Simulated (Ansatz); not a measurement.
## Geometry relaxation, with input and output: Ge₂NH₆F

The run: geometry relaxation of Ge₂NH₆F, SMILES [NH2][GeH]([F])[GeH3]. Method and program: RKS B3LYP-D4/def2-SVP (Ansatz 0.2.0).

It belongs to a series of runs on one base structure; here: end point B relaxed. Figures and captions count atoms from 1; the log counts them from 0 in places.

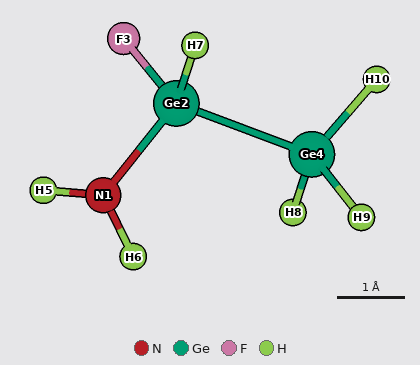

*The structure as given in the input (ball-and-stick view, seen at a tilt; atoms are numbered from 1 in the order of the input). Sticks mark near contacts.*

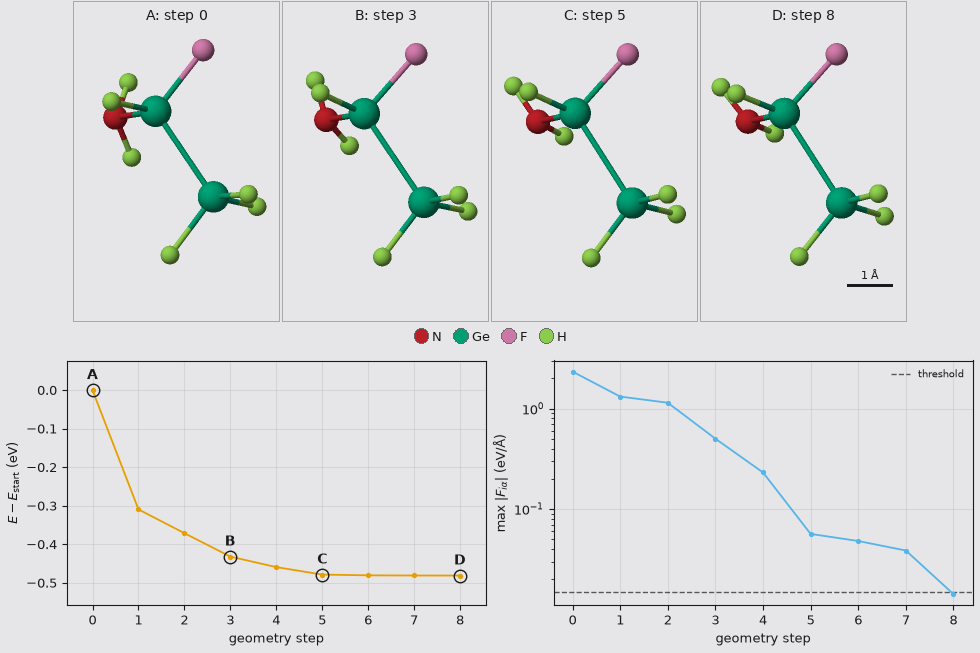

*Frames of the relaxation (ball-and-stick view, seen at a tilt) above the curves, on which the letters mark them (the first geometry is step 0 here and step 1 in the log).*

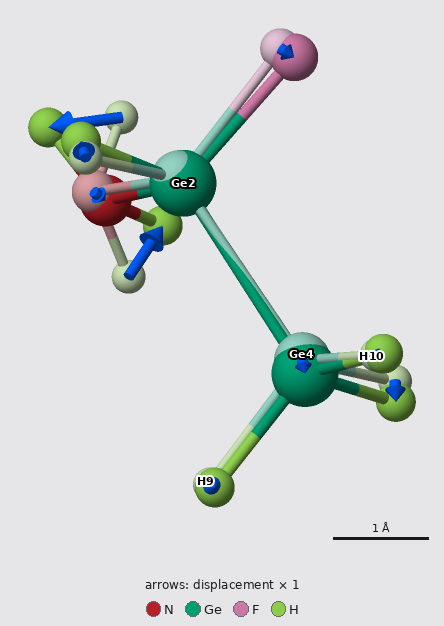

*Start (faint) and end (solid) with the displacements as blue arrows, at true length (ball-and-stick view, seen at a tilt). The two geometries are laid on each other by the best rigid fit.*

The energy falls by 0.481 eV in 8 geometry steps. Largest force component: 2.3 eV/Å at the start, 0.014 eV/Å at the end. H5 moves most after the best rigid fit: 0.82 Å. Largest moves by element: H 0.82 Å, N 0.18 Å, F 0.18 Å, Ge 0.15 Å. Among the contacts that change: Ge2–Ge4 2.346 → 2.433 Å, Ge4–H9 1.628 → 1.542 Å, N1–H6 1.102 → 1.018 Å, N1–H5 1.065 → 1.018 Å. Among the angles that change: Ge4–Ge2–H7 109.3° → 117.7°, Ge2–N1–H6 108.1° → 116.0°, H5–N1–H6 102.1° → 109.4°. (Atoms are counted from 1 in the order of the input.)

The input and output of the run follow.

The input:
```yaml
crystal:
  periodic: [false, false, false]
  atoms:
    - { symbol: "N", position_ang: [-0.4183, 1.0431, -1.5001] }
    - { symbol: Ge, position_ang: [0.7109, 0.3725, -0.2593] }
    - { symbol: F, position_ang: [2.0257, -0.3892, -1.103] }
    - { symbol: Ge, position_ang: [-0.3548, -1.2381, 1.0727] }
    - { symbol: H, position_ang: [-0.04472, 0.85028, -2.47827] }
    - { symbol: H, position_ang: [-1.3412, 0.44149, -1.4833] }
    - { symbol: H, position_ang: [1.2742, 1.5123, 0.6572] }
    - { symbol: H, position_ang: [-0.9206, -2.3665, 0.1565] }
    - { symbol: H, position_ang: [-1.6142, -0.5539, 1.8455] }
    - { symbol: H, position_ang: [0.5533, -1.8379, 2.1456] }
basis:
  gaussian: { orbitals: def2-SVP }
hamiltonian:
  xc: b3lyp
  dispersion: d4
relax:
  f_tol: 0.015
  max_steps: 40
```

Launch command:
```bash
ansatz run input.yaml --threads 2 --pin off --max-ram 3072MiB --backend cpu --events-out ev --progress --plain --runs-dir out
```

What the program printed:
```
The last accepted step is kept in [file] (removed where the run ends without a failure and the disk answers)
Engine: ansatz 0.2.0, aarch64-unknown-linux-gnu
Functional definition: B3LYP
  parameter a0 = 0.2
  parameter ax = 0.72
  parameter ac = 0.81
  exchange = (1 - a0 - ax)*slater_x + ax*b88_x + a0*exact_x
  correlation = (1 - ac)*vwn_rpa_c + ac*lyp_c
1311 factors; integrals over basis functions are off by at most 2.7e-4 eV
mean field evaluation 1: about -117320.0489 eV, gradient 6.3e1 eV
mean field evaluation 2: about -117305.1700 eV, gradient 1.0e2 eV
mean field evaluation 4: about -117327.0381 eV, gradient 3.7e0 eV
mean field evaluation 8: about -117327.0765 eV, gradient 2.8e-1 eV
mean field evaluation 16: about -117327.0766 eV, gradient 4.9e-5 eV
mean field -117327.07660064 eV, -4311.6905379247 hartree, gradient 4.9e-5 eV, S^2 0.000000; 0 other end points of the search recorded, 0 dependent functions left out
the calculation of the forces begins
reference -117327.07687789 eV, -4311.6905481135 hartree; 43, 43 occupied and 79, 79 virtual orbitals, 1311 factors
relax step   1: F+E_penalty+E_count = -117327.40161579 eV  Δ(F+E_penalty+E_count) = +0.000e0 eV  max|allowed force component| = 2.339e0 eV/Å  Δτ_max = 0.0000 Å  (26 SCF iters, accepted)
these checks for a lower state are left out or cut short: starts, cluster_reference, orbital_swaps, neighbouring_geometries, increment
1311 factors; integrals over basis functions are off by at most 2.7e-4 eV
mean field -117327.39494304 eV, -4311.7022367920 hartree, gradient 6.0e-6 eV, S^2 0.000000; 0 other end points of the search recorded, 0 dependent functions left out
the calculation of the forces begins
reference -117327.39522264 eV, -4311.7022470670 hartree; 43, 43 occupied and 79, 79 virtual orbitals, 1311 factors
relax step   2: F+E_penalty+E_count = -117327.71092256 eV  Δ(F+E_penalty+E_count) = -3.093e-1 eV  max|allowed force component| = 1.319e0 eV/Å  Δτ_max = 0.1833 Å  (29 SCF iters, accepted)
these checks for a lower state are left out or cut short: starts, cluster_reference, orbital_swaps, neighbouring_geometries, increment
1311 factors; integrals over basis functions are off by at most 2.7e-4 eV
mean field -117327.45625934 eV, -4311.7044901247 hartree, gradient 4.9e-6 eV, S^2 0.000000; 0 other end points of the search recorded, 0 dependent functions left out
the calculation of the forces begins
reference -117327.45653860 eV, -4311.7045003872 hartree; 43, 43 occupied and 79, 79 virtual orbitals, 1311 factors
relax step   3: F+E_penalty+E_count = -117327.77262431 eV  Δ(F+E_penalty+E_count) = -6.170e-2 eV  max|allowed force component| = 1.145e0 eV/Å  Δτ_max = 0.1547 Å  (28 SCF iters, accepted)
these checks for a lower state are left out or cut short: starts, cluster_reference, orbital_swaps, neighbouring_geometries, increment
1311 factors; integrals over basis functions are off by at most 2.7e-4 eV
mean field evaluation 32: about -117327.5049 eV, gradient 2.8e-1 eV
mean field -117327.51563423 eV, -4311.7066721113 hartree, gradient 1.4e-5 eV, S^2 0.000000; 0 other end points of the search recorded, 0 dependent functions left out
the calculation of the forces begins
reference -117327.51591217 eV, -4311.7066823258 hartree; 43, 43 occupied and 79, 79 virtual orbitals, 1311 factors
relax step   4: F+E_penalty+E_count = -117327.83342134 eV  Δ(F+E_penalty+E_count) = -6.080e-2 eV  max|allowed force component| = 5.020e-1 eV/Å  Δτ_max = 0.2000 Å  (28 SCF iters, accepted)
these checks for a lower state are left out or cut short: starts, cluster_reference, orbital_swaps, neighbouring_geometries, increment
1311 factors; integrals over basis functions are off by at most 2.7e-4 eV
mean field -117327.54142417 eV, -4311.7076198744 hartree, gradient 7.2e-6 eV, S^2 0.000000; 0 other end points of the search recorded, 0 dependent functions left out
the calculation of the forces begins
reference -117327.54170158 eV, -4311.7076300690 hartree; 43, 43 occupied and 79, 79 virtual orbitals, 1311 factors
relax step   5: F+E_penalty+E_count = -117327.86064894 eV  Δ(F+E_penalty+E_count) = -2.723e-2 eV  max|allowed force component| = 2.314e-1 eV/Å  Δτ_max = 0.2000 Å  (28 SCF iters, accepted)
these checks for a lower state are left out or cut short: starts, cluster_reference, orbital_swaps, neighbouring_geometries, increment
1311 factors; integrals over basis functions are off by at most 2.7e-4 eV
mean field -117327.56210261 eV, -4311.7083797931 hartree, gradient 1.9e-5 eV, S^2 0.000000; 0 other end points of the search recorded, 0 dependent functions left out
the calculation of the forces begins
reference -117327.56238041 eV, -4311.7083900020 hartree; 43, 43 occupied and 79, 79 virtual orbitals, 1311 factors
relax step   6: F+E_penalty+E_count = -117327.88009198 eV  Δ(F+E_penalty+E_count) = -1.944e-2 eV  max|allowed force component| = 5.653e-2 eV/Å  Δτ_max = 0.1366 Å  (28 SCF iters, accepted)
these checks for a lower state are left out or cut short: starts, cluster_reference, orbital_swaps, neighbouring_geometries, increment
1311 factors; integrals over basis functions are off by at most 2.7e-4 eV
mean field -117327.56382265 eV, -4311.7084430033 hartree, gradient 8.1e-5 eV, S^2 0.000000; 0 other end points of the search recorded, 0 dependent functions left out
the calculation of the forces begins
reference -117327.56410069 eV, -4311.7084532212 hartree; 43, 43 occupied and 79, 79 virtual orbitals, 1311 factors
relax step   7: F+E_penalty+E_count = -117327.88201099 eV  Δ(F+E_penalty+E_count) = -1.919e-3 eV  max|allowed force component| = 4.804e-2 eV/Å  Δτ_max = 0.0439 Å  (25 SCF iters, accepted)
these checks for a lower state are left out or cut short: starts, cluster_reference, orbital_swaps, neighbouring_geometries, increment
1311 factors; integrals over basis functions are off by at most 2.7e-4 eV
mean field -117327.56461578 eV, -4311.7084721501 hartree, gradient 8.2e-5 eV, S^2 0.000000; 0 other end points of the search recorded, 0 dependent functions left out
the calculation of the forces begins
reference -117327.56489447 eV, -4311.7084823919 hartree; 43, 43 occupied and 79, 79 virtual orbitals, 1311 factors
relax step   8: F+E_penalty+E_count = -117327.88242822 eV  Δ(F+E_penalty+E_count) = -4.172e-4 eV  max|allowed force component| = 3.861e-2 eV/Å  Δτ_max = 0.0337 Å  (26 SCF iters, accepted)
these checks for a lower state are left out or cut short: starts, cluster_reference, orbital_swaps, neighbouring_geometries, increment
1311 factors; integrals over basis functions are off by at most 2.7e-4 eV
mean field evaluation 64: about -117327.5647 eV, gradient 2.7e-4 eV
mean field -117327.56466646 eV, -4311.7084740126 hartree, gradient 9.5e-6 eV, S^2 0.000000; 0 other end points of the search recorded, 0 dependent functions left out
the calculation of the forces begins
reference -117327.56494508 eV, -4311.7084842518 hartree; 43, 43 occupied and 79, 79 virtual orbitals, 1311 factors
relax step   9: F+E_penalty+E_count = -117327.88258581 eV  Δ(F+E_penalty+E_count) = -1.576e-4 eV  max|allowed force component| = 1.422e-2 eV/Å  Δτ_max = 0.0092 Å  (23 SCF iters, accepted)
1311 factors; integrals over basis functions are off by at most 2.7e-4 eV
mean field -117327.56466646 eV, -4311.7084740126 hartree, gradient 9.5e-6 eV, S^2 0.000000; 1 other end points of the search recorded, 0 dependent functions left out
the calculation of the forces begins
reference -117327.56494508 eV, -4311.7084842518 hartree; 43, 43 occupied and 79, 79 virtual orbitals, 1311 factors
Total energy: -117327.88286443 eV, -4311.7201675726 hartree
Atom 0 at    -0.514501     0.895505    -1.539425 Å, force    -0.003160    -0.014215    -0.006055 eV/Å
Atom 1 at     0.662273     0.318396    -0.268440 Å, force     0.004245    -0.002642     0.000511 eV/Å
Atom 2 at     2.009676    -0.554687    -1.012347 Å, force    -0.004964     0.004703     0.003868 eV/Å
Atom 3 at    -0.427827    -1.281849     1.204130 Å, force    -0.002908     0.004194    -0.009057 eV/Å
Atom 4 at    -0.168955     1.607504    -2.180499 Å, force    -0.002314    -0.005113     0.000029 eV/Å
Atom 5 at    -0.992910     0.168934    -2.068150 Å, force     0.001589     0.011196     0.000812 eV/Å
Atom 6 at     1.299735     1.564482     0.375755 Å, force     0.007475     0.008159     0.004075 eV/Å
Atom 7 at    -1.056990    -2.404396     0.354126 Å, force    -0.001948     0.001966     0.005498 eV/Å
Atom 8 at    -1.538472    -0.582900     2.014290 Å, force     0.005149    -0.006726     0.000632 eV/Å
Atom 9 at     0.598250    -1.896919     2.174089 Å, force    -0.003165    -0.001524    -0.000314 eV/Å
Dipole moment:    -0.311085     0.141928    -0.039486 e Å
```

Trajectory as extended XYZ (Å, eV, eV/Å), 9 frames, from step=1 to step=9:
```
10
Properties=species:S:1:pos:R:3:forces:R:3 step=1 energy=-117327.40162
N    -0.4183    1.0431   -1.5001   -2.3385  -1.6596  -2.2380
Ge    0.7109    0.3725   -0.2593    0.4850   0.8782   1.0691
F     2.0257   -0.3892   -1.1030    0.5363  -0.1675  -0.2927
Ge   -0.3548   -1.2381    1.0727   -1.5659  -0.4456   0.8360
H    -0.0447    0.8503   -2.4783   -0.4347   0.5036   1.3727
H    -1.3412    0.4415   -1.4833    2.0994   1.5345  -0.0604
H     1.2742    1.5123    0.6572    0.1473  -0.2048  -0.4341
H    -0.9206   -2.3665    0.1565    0.0723   0.1303   0.2075
H    -1.6142   -0.5539    1.8455    0.8572  -0.4540  -0.5726
H     0.5533   -1.8379    2.1456    0.1417  -0.1149   0.1125
10
Properties=species:S:1:pos:R:3:forces:R:3 step=2 energy=-117327.71092
N    -0.4490    1.0560   -1.5338   -0.8773  -0.9555  -1.3194
Ge    0.6679    0.3905   -0.2384    0.2633   0.3558   0.3375
F     2.0129   -0.3378   -1.0894    0.2850  -0.2764  -0.1977
Ge   -0.3991   -1.3159    1.1496   -0.1893   0.0220   0.0377
H     0.0061    1.0264   -2.4805   -0.3393   0.2010   1.0454
H    -1.3000    0.4456   -1.6427    0.9227   0.7614   0.1426
H     1.3539    1.5718    0.5151   -0.1827  -0.2182  -0.0412
H    -0.9887   -2.4631    0.2962    0.0823   0.0857  -0.0366
H    -1.5751   -0.6218    1.8688   -0.0321  -0.0220   0.0582
H     0.5415   -1.9176    2.2087    0.0675   0.0463  -0.0264
10
Properties=species:S:1:pos:R:3:forces:R:3 step=3 energy=-117327.77262
N    -0.4887    1.0136   -1.5108    0.0394  -0.4651  -1.1455
Ge    0.6922    0.3677   -0.2470   -0.1850   0.1678   0.0842
F     2.0230   -0.3704   -1.1309    0.0890  -0.1515  -0.0035
Ge   -0.4261   -1.2932    1.1702    0.1519  -0.0120  -0.0976
H    -0.0022    1.1726   -2.4305   -0.5524  -0.0358   1.0580
H    -1.2538    0.3395   -1.7104    0.5582   0.4867   0.1360
H     1.3627    1.5391    0.5116   -0.0351  -0.0639  -0.0745
H    -0.9853   -2.4310    0.2911    0.0216   0.0052  -0.0056
H    -1.6003   -0.6245    1.9003   -0.0804   0.0630   0.0651
H     0.5487   -1.8794    2.2099   -0.0074   0.0057  -0.0169
10
Properties=species:S:1:pos:R:3:forces:R:3 step=4 energy=-117327.83342
N    -0.4872    0.9842   -1.5317   -0.1432  -0.1345  -0.3188
Ge    0.6602    0.3683   -0.2405    0.2142  -0.0251  -0.1824
F     1.9799   -0.4968   -1.0432    0.0017  -0.0171   0.0400
Ge   -0.4191   -1.2895    1.1845   -0.0599   0.1015  -0.0580
H    -0.0725    1.3570   -2.3983   -0.0682  -0.0971   0.5020
H    -1.1869    0.2859   -1.7991    0.1393   0.1689   0.0053
H     1.3742    1.5404    0.4627   -0.0487   0.0332  -0.0356
H    -0.9552   -2.4216    0.2845   -0.0014  -0.0071   0.0325
H    -1.5978   -0.6279    1.9244   -0.0346  -0.0421   0.0480
H     0.5748   -1.8660    2.2102    0.0008   0.0195  -0.0330
10
Properties=species:S:1:pos:R:3:forces:R:3 step=5 energy=-117327.86065
N    -0.5152    0.9198   -1.4901   -0.0351  -0.0152  -0.2239
Ge    0.7018    0.3328   -0.2644   -0.2314  -0.0151   0.1798
F     2.0246   -0.5195   -1.0619    0.0450  -0.0805  -0.0145
Ge   -0.4443   -1.2593    1.1799    0.1392  -0.0891   0.0463
H    -0.1071    1.4752   -2.2407   -0.1011   0.0767  -0.0465
H    -1.1233    0.2089   -1.9022    0.1587   0.0887   0.0835
H     1.3733    1.5560    0.3864    0.0210   0.0082  -0.0128
H    -0.9842   -2.4090    0.3054   -0.0135  -0.0011  -0.0138
H    -1.6222   -0.6342    1.9539    0.0326   0.0663  -0.0405
H     0.5669   -1.8367    2.1872   -0.0154  -0.0390   0.0424
10
Properties=species:S:1:pos:R:3:forces:R:3 step=6 energy=-117327.88009
N    -0.5160    0.9155   -1.5247    0.0246   0.0387  -0.0417
Ge    0.6668    0.3239   -0.2650    0.0565   0.0563  -0.0159
F     1.9970   -0.5576   -1.0305   -0.0236  -0.0297   0.0132
Ge   -0.4330   -1.2746    1.2020    0.0202  -0.0417   0.0061
H    -0.1479    1.5771   -2.2082   -0.0238  -0.0237   0.0508
H    -1.0433    0.1939   -2.0119    0.0021  -0.0074   0.0007
H     1.3507    1.5531    0.3702   -0.0540  -0.0163  -0.0043
H    -1.0019   -2.4189    0.3387   -0.0126   0.0011   0.0021
H    -1.5871   -0.6169    1.9848    0.0144   0.0193  -0.0133
H     0.5850   -1.8613    2.1981   -0.0037   0.0034   0.0023
10
Properties=species:S:1:pos:R:3:forces:R:3 step=7 energy=-117327.88201
N    -0.5170    0.9056   -1.5327    0.0138   0.0075  -0.0153
Ge    0.6630    0.3245   -0.2670    0.0053  -0.0480   0.0237
F     1.9993   -0.5654   -1.0108    0.0029   0.0047  -0.0168
Ge   -0.4280   -1.2801    1.2004    0.0046   0.0156  -0.0049
H    -0.1617    1.5961   -2.1917   -0.0085   0.0065  -0.0010
H    -1.0158    0.1800   -2.0432    0.0020   0.0011   0.0008
H     1.3236    1.5596    0.3743   -0.0111   0.0197  -0.0013
H    -1.0319   -2.4130    0.3459    0.0006   0.0013   0.0042
H    -1.5579   -0.5960    1.9953   -0.0023  -0.0023   0.0100
H     0.5967   -1.8772    2.1830   -0.0072  -0.0060   0.0006
10
Properties=species:S:1:pos:R:3:forces:R:3 step=8 energy=-117327.88243
N    -0.5145    0.8986   -1.5387   -0.0109  -0.0185  -0.0386
Ge    0.6624    0.3187   -0.2695    0.0172  -0.0080  -0.0050
F     2.0074   -0.5579   -1.0142   -0.0094   0.0068   0.0037
Ge   -0.4263   -1.2824    1.2031   -0.0189  -0.0018   0.0108
H    -0.1687    1.6116   -2.1797   -0.0124  -0.0294   0.0193
H    -0.9941    0.1722   -2.0678    0.0125   0.0338   0.0105
H     1.3037    1.5643    0.3707    0.0080   0.0101   0.0139
H    -1.0522   -2.4096    0.3568    0.0036   0.0051  -0.0013
H    -1.5412   -0.5880    2.0113    0.0011   0.0029  -0.0045
H     0.5941   -1.8934    2.1815    0.0092  -0.0010  -0.0089
10
Properties=species:S:1:pos:R:3:forces:R:3 step=9 energy=-117327.88259
N    -0.5145    0.8955   -1.5394   -0.0032  -0.0142  -0.0061
Ge    0.6623    0.3184   -0.2684    0.0042  -0.0026   0.0005
F     2.0097   -0.5547   -1.0123   -0.0050   0.0047   0.0039
Ge   -0.4278   -1.2818    1.2041   -0.0029   0.0042  -0.0091
H    -0.1690    1.6075   -2.1805   -0.0023  -0.0051   0.0000
H    -0.9929    0.1689   -2.0682    0.0016   0.0112   0.0008
H     1.2997    1.5645    0.3758    0.0075   0.0082   0.0041
H    -1.0570   -2.4044    0.3541   -0.0019   0.0020   0.0055
H    -1.5385   -0.5829    2.0143    0.0051  -0.0067   0.0006
H     0.5982   -1.8969    2.1741   -0.0032  -0.0015  -0.0003
```

Results in brief:

```csv
quantity,value
outcome,converged
total energy,−117327.8829 eV
mean-field energy,−117327.5649 eV
largest force (length of the vector) at the end,0.016 eV/Å
hardware,"2 threads of Arm Neoverse V1, 24 GiB of memory available, shared host"
wall time,41 s (CPU time 79 s)
peak memory,0.34 GiB
```
